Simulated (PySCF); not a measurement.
```tsv
atom	x (Å)	y (Å)	z (Å)
C	-0.3698	-1.8401	-1.4302
C	-0.9500	-0.8129	-0.8088
C	-0.3454	-0.0325	0.2521
C	0.9366	-0.5125	0.8659
C	2.1345	0.1130	0.1431
C	-0.9030	1.1348	0.6802
Cl	-0.1608	2.0456	1.9600
C	-2.1191	1.7384	0.1509
O	-2.8043	1.4062	-0.7619
F	-2.4792	2.8510	0.8483
H	-0.8872	-2.3670	-2.2133
H	0.6249	-2.1874	-1.2087
H	-1.9390	-0.5118	-1.1170
H	0.9707	-0.2252	1.9169
H	0.9930	-1.5985	0.8076
H	2.1219	-0.1429	-0.9135
H	3.0615	-0.2475	0.5817
H	2.1061	1.1954	0.2350
```

Geometry: GFN2-xTB.

Theory: PBE0/pcSseg-1, SCF density, gas phase, non-relativistic (PySCF).

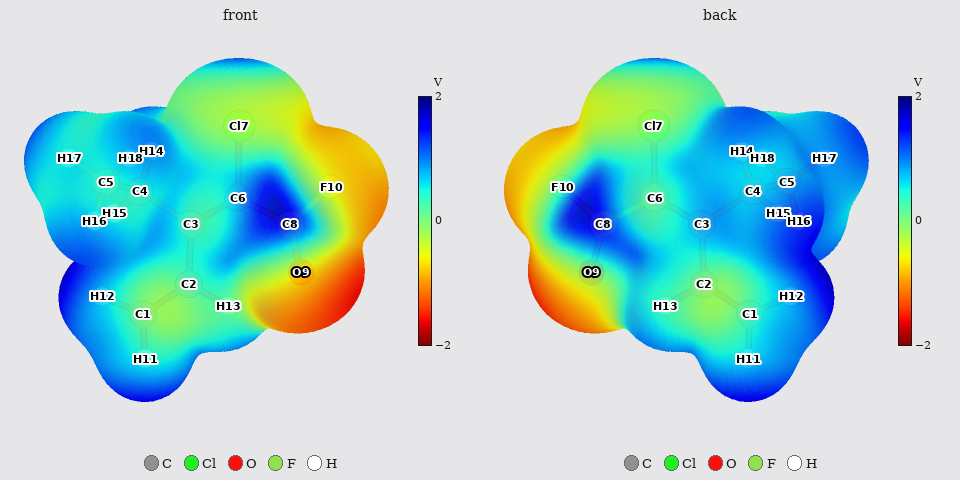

C$_{7}$H$_{8}$ClFO (SMILES C=C/C(CC)=C(/Cl)C(=O)F). The electrostatic potential painted on the density surface at 0.004 e/bohr³, seen from the front and from behind; red is negative and blue positive.

### Describe the electrostatic potential map.

The most negative region (about −1.6 V, or −37 kcal/mol for a unit charge) lies over O9, the most positive (about +1.7 V, or +39 kcal/mol for a unit charge) over C8 and H12. Cl7 shows a σ-hole: about +1.1 V, or +25 kcal/mol for a unit charge at the tip opposite its bond, against about +0.1 V on its flanks. O9 is the likeliest acceptor of a hydrogen bond.

### What dipole moment does the calculation give?

Its dipole moment is 4.20 D.
